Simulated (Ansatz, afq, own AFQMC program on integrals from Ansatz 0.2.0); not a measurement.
# CH₄Ge (singlet): AFQMC on the coupled-cluster ladder at scale of all distances = 1.740, 6-31G

How near does AFQMC come to the top of the ladder for CH₄Ge (singlet)?

Method: 6-31G, frozen cores; program: Ansatz 0.2.0, Gaussian basis, and an in-house AFQMC program (afq) on its integrals; all values are calculated.

To be run: PBE (unrestricted); r2SCAN (unrestricted); PBE0 (unrestricted); B3LYP (unrestricted); wB97M-V (unrestricted); B2PLYP (unrestricted); CCSD(T) on RHF; CCSDT(Q) on RHF; Phaseless AFQMC, CISD trial on RHF; Phaseless AFQMC, single-determinant trial on RHF; UHF; CCSD(T) on UHF; Phaseless AFQMC, CISD trial on UHF; Phaseless AFQMC, single-determinant trial on UHF.

5 further runs of the same task are left out: 5 that didn't finish.

## Step 1: The system

The geometry derives from a PBE0/def2-TZVP stationary point (not a proven minimum). All distances are scaled together. No spin-orbit coupling is included. The filled d shell of Ge may be among the frozen orbitals whatever the setting's name suggests; the logs give the count.

6 atoms, charge 0, spin multiplicity 1.

Atoms are counted from 1 here; the program's logs count them from 0.

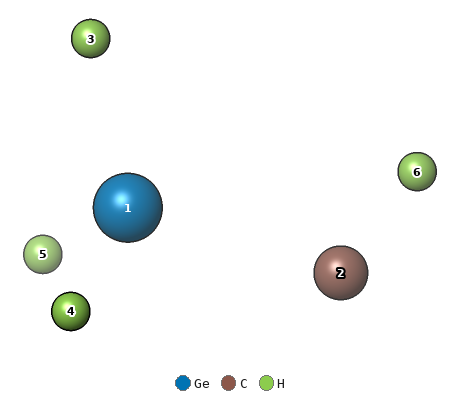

The geometry (germanium blue, carbon brown, hydrogen green); atoms are numbered from 1 in the order of the file.

## Step 2: PBE (unrestricted)

The input, in.yaml:

```yaml
crystal:
  periodic: [false, false, false]
  atoms:
    - {symbol: Ge, position_ang: [0.000000, 0.024950, 0.477355]}
    - {symbol: C, position_ang: [0.000000, -0.258651, -2.926344]}
    - {symbol: H, position_ang: [0.000003, 2.446666, 1.641013]}
    - {symbol: H, position_ang: [2.170716, -1.337535, 1.260954]}
    - {symbol: H, position_ang: [-2.170720, -1.337529, 1.260954]}
    - {symbol: H, position_ang: [0.000002, 1.512429, -3.694274]}
basis:
  gaussian: {orbitals: 6-31G}
magnetization: {spin_polarized: true, initial_magnetization: 0}
hamiltonian: {xc: {name: PBE}}
output: {orbitals: {seedname: orbitals}}
```

Command:

```console
> ansatz run in.yaml --threads 1 --pin off --events-out ev --progress --plain --max-ram 1382MiB
```

The log of the run:

```text
Functional definition: PBE
  name "PBE"
  cite "Perdew, Burke & Ernzerhof, Phys. Rev. Lett. 77, 3865 (1996) doi:10.1103/PhysRevLett.77.3865"
  parent pbe
  parameter kappa = 0.804
  parameter beta = 0.06672455060314922
  exchange = pbe_x(kappa = kappa, mu = beta*pi^2/3)
  correlation = pbe_c(beta = beta)
517 factors; integrals over basis functions are off by at most 4.1e-4 eV
mean field evaluation 1: about -57576.6766 eV, gradient 2.2e1 eV
mean field evaluation 2: about -57392.9982 eV, gradient 1.1e2 eV
mean field evaluation 4: about -57421.3604 eV, gradient 9.8e1 eV
mean field evaluation 8: about -57583.4005 eV, gradient 7.5e-2 eV
mean field evaluation 16: about -57583.4777 eV, gradient 5.2e-1 eV
mean field evaluation 32: about -57583.3607 eV, gradient 5.6e0 eV
mean field evaluation 64: about -57583.5958 eV, gradient 4.4e-1 eV
mean field evaluation 96: about -57583.8600 eV, gradient 1.4e-4 eV
mean field evaluation 128: about -57583.5466 eV, gradient 4.4e0 eV
mean field evaluation 160: about -57581.8402 eV, gradient 7.4e0 eV
mean field evaluation 192: about -57583.5636 eV, gradient 1.5e0 eV
mean field evaluation 224: about -57582.8570 eV, gradient 2.1e0 eV
mean field evaluation 256: about -57583.3280 eV, gradient 6.1e0 eV
mean field -57583.86002597 eV, -2116.1678242121 hartree, gradient 2.3e-6 eV, S^2 1.451460; 16 other end points of the search recorded, 0 dependent functions left out
reference -57583.86006775 eV, -2116.1678257474 hartree; 21, 21 occupied and 25, 25 virtual orbitals, 517 factors
Total energy: -57583.86006775 eV, -2116.1678257474 hartree
```

Run time: 12 s. Hardware: 1 thread of Intel Xeon Platinum 8488C (Sapphire Rapids), shared host.

From the report: ⟨S²⟩ of the determinant 1.451 (pure singlet: 0.00). The determinant is far from a pure spin state, so its energy mixes those of several spin states (harmless only where they are near-degenerate, as at dissociation).

## Step 3: r2SCAN (unrestricted)

in.yaml: that of step 2 with these lines changed.

```diff
@@ -12,3 +12,2 @@
 magnetization: {spin_polarized: true, initial_magnetization: 0}
-hamiltonian: {xc: {name: PBE}}
-output: {orbitals: {seedname: orbitals}}
+hamiltonian: {xc: {name: r2SCAN}}
```

The command is unchanged.

The log of the run (excerpt; [...] marks lines left out):

```text
Functional definition: r2SCAN
  name "r2SCAN"
  cite "Furness, Kaplan, Ning, Perdew & Sun, J. Phys. Chem. Lett. 11, 8208 (2020) doi:10.1021/acs.jpclett.0c02405"
  cite "Furness, Kaplan, Ning, Perdew & Sun, J. Phys. Chem. Lett. 11, 9248 (2020) doi:10.1021/acs.jpclett.0c03077"
  parent r2scan
[...]
517 factors; integrals over basis functions are off by at most 4.1e-4 eV
[...]
mean field -57592.52684852 eV, -2116.4863240664 hartree, gradient 3.4e-6 eV, S^2 2.045024; 18 other end points of the search recorded, 0 dependent functions left out
reference -57592.52686231 eV, -2116.4863245730 hartree; 21, 21 occupied and 25, 25 virtual orbitals, 517 factors
Total energy: -57592.52686231 eV, -2116.4863245730 hartree
```

It took 34 s on 1 thread of Intel Xeon Platinum 8488C (Sapphire Rapids), shared host.

From the report: ⟨S²⟩ of the determinant 2.045 (pure singlet: 0.00). The determinant is far from a pure spin state, so its energy mixes those of several spin states (harmless only where they are near-degenerate, as at dissociation).

## Step 4: PBE0 (unrestricted)

in.yaml: that of step 3 with these lines changed.

```diff
@@ -12,2 +12,3 @@
 magnetization: {spin_polarized: true, initial_magnetization: 0}
-hamiltonian: {xc: {name: r2SCAN}}
+hamiltonian: {xc: {name: PBE0}}
+output: {orbitals: {seedname: orbitals}}
```

Same command.

The log of the run (excerpt; [...] marks lines left out):

```text
Functional definition: PBE0
  name "PBE0"
  cite "Adamo & Barone, J. Chem. Phys. 110, 6158 (1999) doi:10.1063/1.478522"
  cite "Perdew, Burke & Ernzerhof, Phys. Rev. Lett. 77, 3865 (1996) doi:10.1103/PhysRevLett.77.3865"
  parent pbe
[...]
517 factors; integrals over basis functions are off by at most 4.1e-4 eV
[...]
mean field -57584.90161674 eV, -2116.2061019669 hartree, gradient 3.0e-6 eV, S^2 1.939677; 15 other end points of the search recorded, 0 dependent functions left out
reference -57584.90164920 eV, -2116.2061031599 hartree; 21, 21 occupied and 25, 25 virtual orbitals, 517 factors
Total energy: -57584.90164920 eV, -2116.2061031599 hartree
```

It took 17 s on 1 thread of Intel Xeon Platinum 8488C (Sapphire Rapids), shared host.

From the report: ⟨S²⟩ of the determinant 1.940 (pure singlet: 0.00). The determinant is far from a pure spin state, so its energy mixes those of several spin states (harmless only where they are near-degenerate, as at dissociation).

## Step 5: B3LYP (unrestricted)

in.yaml: that of step 4 with these lines changed.

```diff
@@ -12,3 +12,2 @@
 magnetization: {spin_polarized: true, initial_magnetization: 0}
-hamiltonian: {xc: {name: PBE0}}
-output: {orbitals: {seedname: orbitals}}
+hamiltonian: {xc: {name: B3LYP}}
```

Launched as before.

The log of the run (excerpt; [...] marks lines left out):

```text
Functional definition: B3LYP
  name "B3LYP"
  cite "Stephens, Devlin, Chabalowski & Frisch, J. Phys. Chem. 98, 11623 (1994) doi:10.1021/j100096a001"
  cite "Becke, Phys. Rev. A 38, 3098 (1988) doi:10.1103/PhysRevA.38.3098"
  cite "Lee, Yang & Parr, Phys. Rev. B 37, 785 (1988) doi:10.1103/PhysRevB.37.785"
  cite "Vosko, Wilk & Nusair, Can. J. Phys. 58, 1200 (1980) doi:10.1139/p80-159"
[...]
517 factors; integrals over basis functions are off by at most 4.1e-4 eV
[...]
mean field -57595.48080342 eV, -2116.5948799068 hartree, gradient 9.7e-6 eV, S^2 1.663051; 15 other end points of the search recorded, 0 dependent functions left out
reference -57595.48108734 eV, -2116.5948903407 hartree; 21, 21 occupied and 25, 25 virtual orbitals, 517 factors
Total energy: -57595.48108734 eV, -2116.5948903407 hartree
```

Run time: 14 s. Hardware: 1 thread of Intel Xeon Platinum 8488C (Sapphire Rapids), shared host.

From the report: ⟨S²⟩ of the determinant 1.663 (pure singlet: 0.00). The determinant is far from a pure spin state, so its energy mixes those of several spin states (harmless only where they are near-degenerate, as at dissociation).

## Step 6: wB97M-V (unrestricted)

in.yaml: that of step 5 with these lines changed.

```diff
@@ -12,2 +12,3 @@
 magnetization: {spin_polarized: true, initial_magnetization: 0}
-hamiltonian: {xc: {name: B3LYP}}
+hamiltonian: {xc: {name: wB97M-V}}
+output: {orbitals: {seedname: orbitals}}
```

Launched as before.

The log of the run (excerpt; [...] marks lines left out):

```text
Functional definition: wB97M-V
  name "wB97M-V"
  cite "Mardirossian & Head-Gordon, J. Chem. Phys. 144, 214110 (2016) doi:10.1063/1.4952647"
  cite "Becke, J. Chem. Phys. 107, 8554 (1997) doi:10.1063/1.475007"
  cite "Vydrov & Van Voorhis, J. Chem. Phys. 133, 244103 (2010) doi:10.1063/1.3521275"
  # Of w^i u^j: cxij and so on, Table III.
[...]
  gx(w, u) = 1 - cx + cx01*u + cx10*w
  gss(w, u) = css00 + css04*u^4 + css10*w + css20*w^2 + css43*w^4*u^3
  gos(w, u) = cos00 + cos10*w + (cos20 + cos21*u)*w^2 + (cos60 + cos61*u)*w^6
[...]
      + integral(e_c_pw_mod_opposite_spin*gos(b97_w_opposite, b97_u_opposite)) + vv10(b, c)
517 factors; integrals over basis functions are off by at most 4.1e-4 eV
153 factors; integrals over basis functions are off by at most 1.7e-5 eV
[...]
mean field -57589.10142114 eV, -2116.3604419318 hartree, gradient 3.3e-6 eV, S^2 1.968085; 12 other end points of the search recorded, 0 dependent functions left out
reference -57589.10146624 eV, -2116.3604435892 hartree; 21, 21 occupied and 25, 25 virtual orbitals, 517 factors
Total energy: -57589.10146624 eV, -2116.3604435892 hartree
```

It took 48 s on 1 thread of Intel Xeon Platinum 8488C (Sapphire Rapids), shared host; peak memory 0.26 GiB.

From the report: ⟨S²⟩ of the determinant 1.968 (pure singlet: 0.00). The determinant is far from a pure spin state, so its energy mixes those of several spin states (harmless only where they are near-degenerate, as at dissociation).

## Step 7: B2PLYP (unrestricted)

in.yaml: that of step 6 with these lines changed.

```diff
@@ -12,3 +12,3 @@
 magnetization: {spin_polarized: true, initial_magnetization: 0}
-hamiltonian: {xc: {name: wB97M-V}}
-output: {orbitals: {seedname: orbitals}}
+hamiltonian: {xc: {name: B2PLYP}}
+correlation: {electrons: outside_noble_gas}
```

Same command.

The log of the run (excerpt; [...] marks lines left out):

```text
Functional definition: B2PLYP
  name "B2PLYP"
  cite "Grimme, J. Chem. Phys. 124, 034108 (2006) doi:10.1063/1.2148954"
  cite "Becke, Phys. Rev. A 38, 3098 (1988) doi:10.1103/PhysRevA.38.3098"
  cite "Lee, Yang & Parr, Phys. Rev. B 37, 785 (1988) doi:10.1103/PhysRevB.37.785"
[...]
517 factors; integrals over basis functions are off by at most 4.1e-4 eV
[...]
mean field -57579.61161185 eV, -2116.0116978728 hartree, gradient 2.0e-6 eV, S^2 2.468596; 10 other end points of the search recorded, 0 dependent functions left out
15 core orbitals not correlated: weight in the atoms' cores, before any rotation towards them, 1.000 or more for the frozen orbitals, at most 0.000 for the correlated occupied ones
reference -57579.61179439 eV, -2116.0117045812 hartree; 6, 6 occupied and 25, 25 virtual orbitals, 517 factors
second order -2.74498110 eV of doubles, -0.00000000 eV of singles
Total energy: -57580.35293929 eV, -2116.0389411539 hartree
```

Wall time 11 s (1 thread of Intel Xeon Platinum 8488C (Sapphire Rapids), shared host).

From the report: ⟨S²⟩ of the determinant 2.469 (pure singlet: 0.00). The determinant is far from a pure spin state, so its energy mixes those of several spin states (harmless only where they are near-degenerate, as at dissociation).

## Step 8: CCSD(T) on RHF

in.yaml: that of step 7 with these lines changed.

```diff
@@ -11,4 +11,3 @@
   gaussian: {orbitals: 6-31G}
-magnetization: {spin_polarized: true, initial_magnetization: 0}
-hamiltonian: {xc: {name: B2PLYP}}
-correlation: {electrons: outside_noble_gas}
+magnetization: {spin_polarized: false}
+correlation: {method: ccsd_t, electrons: outside_noble_gas, hamiltonian_folder: ham}
```

The command is unchanged.

The log of the run (excerpt; [...] marks lines left out):

```text
Functional definition: HF
  name "HF"
  cite "Fock, Z. Phys. 61, 126 (1930) doi:10.1007/BF01340294"
  parent pbe
[...]
517 factors; integrals over basis functions are off by at most 4.1e-4 eV
[...]
mean field -57536.95711349 eV, -2114.4441739706 hartree, gradient 2.2e-6 eV, S^2 0.000000; 9 other end points of the search recorded, 0 dependent functions left out; unrestricted orbitals would lower it
determinant -57536.95711349 eV, -2114.4441739706 hartree, with singles and doubles -57546.23277634 eV, -2114.7850482930 hartree
determinant -57534.70920120 eV, -2114.3615647176 hartree, with singles and doubles -57544.36406374 eV, -2114.7163743717 hartree
determinant -57534.70712916 eV, -2114.3614885716 hartree, with singles and doubles -57544.23734584 eV, -2114.7117175748 hartree
determinant -57534.39709470 eV, -2114.3500950152 hartree, with singles and doubles -57542.58465069 eV, -2114.6509821480 hartree
determinant -57533.89485643 eV, -2114.3316380993 hartree, with singles and doubles -57542.23025206 eV, -2114.6379582385 hartree
determinant -57532.11779698 eV, -2114.2663323688 hartree, with singles and doubles -57544.32124920 eV, -2114.7148009662 hartree
[...]
unrestricted determinant -57543.63043961 eV, -2114.6894141821 hartree, S^2 3.1541
15 core orbitals not correlated: weight in the atoms' cores, before any rotation towards them, 1.000 or more for the frozen orbitals, at most 0.000 for the correlated occupied ones
reference -57536.95711349 eV, -2114.4441739706 hartree; 6, 6 occupied and 25, 25 virtual orbitals, 517 factors
second order -6.69839172 eV of doubles, -0.00000000 eV of singles
cycle   1  -6.84382659 eV  change    -1.7e0 eV  update   2.1e-1
[...]
cycle  26  -9.58305235 eV  change    5.1e-6 eV  update   2.6e-6
perturbative correction -1.20800074 eV, -0.0443932085 hartree
WARN: the results are in doubt because among natural orbitals full CI differs from the method by +0.380 eV
Total energy: -57547.74816659 eV, -2114.8407378574 hartree
In doubt: among natural orbitals full CI differs from the method by +0.380 eV
```

It took 8 s on 1 thread of Intel Xeon Platinum 8488C (Sapphire Rapids), shared host.

From the report: correlation -10.7911 eV; T1 0.060; largest double amplitude 0.58. The program marks this result as in doubt; its last lines say why.

This run also writes the integrals to the folder ham.

## Step 9: CCSDT(Q) on RHF

in.yaml: that of step 8 with these lines changed.

```diff
@@ -12,2 +12,2 @@
 magnetization: {spin_polarized: false}
-correlation: {method: ccsd_t, electrons: outside_noble_gas, hamiltonian_folder: ham}
+correlation: {method: ccsdt_q, electrons: outside_noble_gas}
```

Same command.

The log of the run (excerpt; [...] marks lines left out):

```text
Functional definition: HF
  name "HF"
  cite "Fock, Z. Phys. 61, 126 (1930) doi:10.1007/BF01340294"
  parent pbe
[...]
832 factors; integrals over basis functions are off by at most 7.2e-8 eV
[...]
mean field -57536.95718440 eV, -2114.4441765763 hartree, gradient 3.4e-6 eV, S^2 0.000000; 9 other end points of the search recorded, 0 dependent functions left out; unrestricted orbitals would lower it
[...]
determinant -57536.95718440 eV, -2114.4441765763 hartree, with singles and doubles -57546.23291928 eV, -2114.7850535460 hartree
determinant -57534.70932428 eV, -2114.3615692406 hartree, with singles and doubles -57544.36437700 eV, -2114.7163858838 hartree
determinant -57534.70725552 eV, -2114.3614932149 hartree, with singles and doubles -57544.23736561 eV, -2114.7117183012 hartree
determinant -57534.39722211 eV, -2114.3500996973 hartree, with singles and doubles -57542.58485659 eV, -2114.6509897149 hartree
determinant -57533.89498463 eV, -2114.3316428105 hartree, with singles and doubles -57542.23046542 eV, -2114.6379660794 hartree
determinant -57532.11792454 eV, -2114.2663370566 hartree, with singles and doubles -57544.32134788 eV, -2114.7148045927 hartree
[...]
unrestricted determinant -57543.63061509 eV, -2114.6894206307 hartree, S^2 3.1542
15 core orbitals not correlated: weight in the atoms' cores, before any rotation towards them, 1.000 or more for the frozen orbitals, at most 0.000 for the correlated occupied ones
reference -57536.95718440 eV, -2114.4441765763 hartree; 6, 6 occupied and 25, 25 virtual orbitals, 832 factors
second order -6.69852071 eV of doubles, -0.00000000 eV of singles
cycle   1  -6.84385748 eV  change    -1.7e0 eV  update   2.2e-1
[...]
cycle  56  -10.62012192 eV  change   -3.3e-8 eV  update   2.5e-7
perturbative correction 0.04501563 eV, 0.0016542940 hartree
WARN: these amplitudes may be one of several solutions (largest doubles amplitude 0.68, level shift 3.42 eV)
Total energy: -57547.53229069 eV, -2114.8328045644 hartree
```

Wall time 18 s (1 thread of Intel Xeon Platinum 8488C (Sapphire Rapids), shared host).

From the report: correlation -10.5751 eV; T1 0.060; largest double amplitude 0.68. The report flags that the cluster equations may have other roots.

## Step 10: Phaseless AFQMC, CISD trial on RHF

It reads the integrals that the CCSD(T) run on this determinant wrote.

Command:

```console
> afq ham --method phaseless --trial cisd --walkers 60 --populations 1 --least-time 40 --time-step 0.005 --steps-per-block 50 --equilibration-blocks 40 --max-blocks 300 --target-error 0.00084 --factor-cut 1e-05 --seed 8335 --release-times 0.24,0.51,0.99,1.62,2.4 --release-step 0.03 --release-every 4 --taylor-order 6
```

The log of the run:

```text
orbitals 31  electrons 6 6  factors 204 of 517
reference energy -2114.44417397 Eh
CCSD correlation -0.35217147 Eh in 28 cycles, weight of the determinant in the CISD state 0.4670
energy of the start -2114.796345 Eh
 block  time / (1/Eh)  mean weight  energy / Eh
     1     0.250  1.0005  -2114.781038
     2     0.500  1.0000  -2114.777032
     3     0.750  1.0005  -2114.772323
     4     1.000  0.9999  -2114.769905
     5     1.250  1.0001  -2114.776385
     6     1.500  0.9998  -2114.777752
     7     1.750  0.9993  -2114.782320
     8     2.000  1.0000  -2114.793314
     9     2.250  1.0001  -2114.779466
    10     2.500  1.0002  -2114.771113
    17     4.250  1.0006  -2114.787785
    25     6.250  1.0003  -2114.782229
    33     8.250  0.9981  -2114.777002
    41    10.250  0.9992  -2114.792529
    49    12.250  1.0007  -2114.798462
    57    14.250  1.0010  -2114.797006
    65    16.250  0.9996  -2114.796974
    73    18.250  0.9989  -2114.795112
    81    20.250  0.9978  -2114.797866
    89    22.250  1.0018  -2114.790848
    97    24.250  0.9991  -2114.796217
   105    26.250  1.0005  -2114.790183
   113    28.250  1.0021  -2114.798869
   121    30.250  0.9984  -2114.784543
   129    32.250  0.9999  -2114.836970
   137    34.250  1.0036  -2114.823959
   145    36.250  1.0000  -2114.801911
   153    38.250  1.0001  -2114.785606
   161    40.250  1.0026  -2114.799203
   169    42.250  0.9978  -2114.814626
   177    44.250  1.0013  -2114.806548
   185    46.250  0.9979  -2114.791387
   193    48.250  0.9989  -2114.788906
   201    50.250  1.0011  -2114.822780
   209    52.250  1.0004  -2114.778859
   217    54.250  1.0007  -2114.776666
   225    56.250  1.0008  -2114.787921
   233    58.250  1.0008  -2114.821063
   241    60.250  0.9990  -2114.826113
   249    62.250  1.0011  -2114.797832
   257    64.250  0.9978  -2114.800879
   265    66.250  1.0007  -2114.790046
   273    68.250  1.0033  -2114.875161
   281    70.250  1.0003  -2114.816588
   289    72.250  1.0005  -2114.782844
   297    74.250  0.9907  -2114.793430
   305    76.250  0.9957  -2114.809459
   313    78.250  1.0013  -2114.812146
   321    80.250  1.0006  -2114.805559
   329    82.250  0.9990  -2114.779619
   337    84.250  0.9997  -2114.796847
blocks merged  error / Eh  count
     1  0.001141  300
     2  0.001374  150
     4  0.001551  75
     8  0.001568  37
    16  0.001579  18
    32  0.001314  9
released: time / (1/Eh)  energy / Eh  error  mean overlap
  0.24  -2114.804981  0.002231  0.9974
  0.51  -2114.805366  0.002378  0.9926
  0.99  -2114.810045  0.002453  0.9862
  1.62  -2114.813491  0.002971  0.9867
  2.40  -2114.817493  0.006008  0.9876
energy -2114.801575 +/- 0.001579 Eh
```

Wall time 2.1 min (1 thread of Intel Xeon Platinum 8488C (Sapphire Rapids), shared host).

Energy -57546.6825 ± 0.0430 eV. Caveats: constraint bias not in the error; error above the target; large difference.

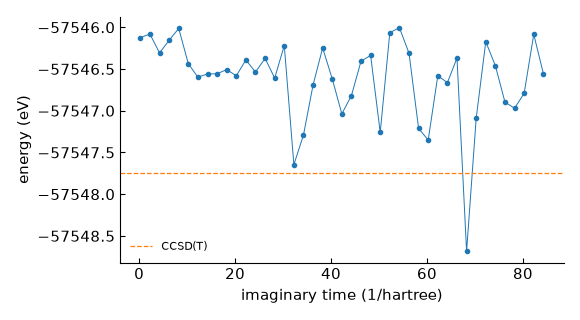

Block energies along the walk.

(Part 1 of 2 ends here.)
